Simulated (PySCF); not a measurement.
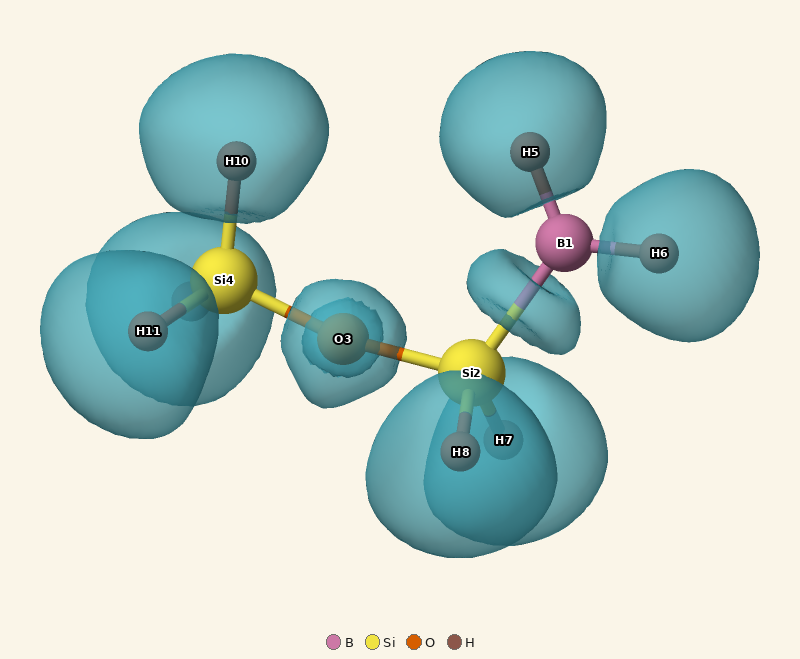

BH7OSi2. Isosurface of the electron localisation function at 0.8 (cyan), seen at a tilt. Only the valence region is drawn (cores and ρ < 0.01 e/Å³ removed).

Geometry: GFN2-xTB.

All numbers below come from PySCF 2.14.0, PBE0/pcSseg-1, SCF density, gas phase, non-relativistic.

Input

```
{"job": {"kind": "nmr", "xc": "PBE0", "basis": "pcSseg-1"}, "charge": 0, "multiplicity": 1}
B      2.224647    -0.119696     0.034372
Si     0.562737    -0.950808     0.638874
O     -0.758601    -0.163495     0.084125
Si    -1.837916     0.862046    -0.531441
H      2.249599     0.837825    -0.638035
H      3.259333    -0.572369     0.341613
H      0.331933    -2.333436     0.177227
H      0.356797    -0.965298     2.100401
H     -2.611321     0.101650    -1.511145
H     -1.114200     1.967790    -1.163472
H     -2.657583     1.338462     0.581239
```

Command:

```sh
OMP_NUM_THREADS=1 python probes_run.py task.json out
```

Describe the localisation domains.

The surface consists of one region between bonded B–Si atoms (shared pairs), seven regions around hydrogen nuclei and one region wrapped around O (its lone pairs, merged into a ring or cap).

Values along the shortest contacts:
Si–O (1.61 Å): the ELF peaks at about 0.85 between the atoms: a short, strongly polar bond. Si–B (1.95 Å): the ELF peaks at about 1 between the atoms: localised, covalent bonding.
